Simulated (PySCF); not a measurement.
Al(GeH3)(H)(OH), SMILES [OH][AlH][GeH3] (H5AlGeO), B3LYP/def2-SVP optimised geometry. Atoms within 1.6 Å of the plane z = 0.6 Å (x, y, z in Å): Al1 (-0.69, 0.20, 0.00), Ge2 (1.78, 0.20, 0.00), H3 (2.36, 1.12, 1.10), H4 (2.39, -1.21, 0.22), H6 (-1.60, 1.50, 0.00), O7 (-1.45, -1.34, -0.01), H8 (-2.39, -1.50, -0.01).

Computed with B3LYP/def2-TZVP run with PySCF.

Map of the electrostatic potential (hartree/e), clipped to [-0.08, 0.12] on the plane z = 0.6 Å:

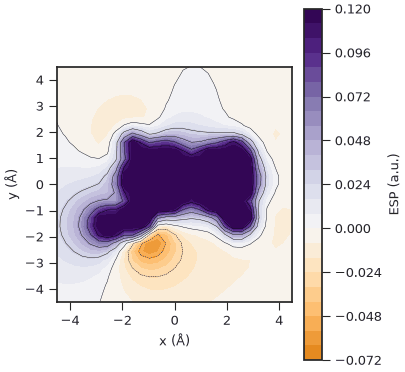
Figure. Electrostatic potential (hartree/e), clipped to [-0.08, 0.12] on the plane z = 0.6 Å.
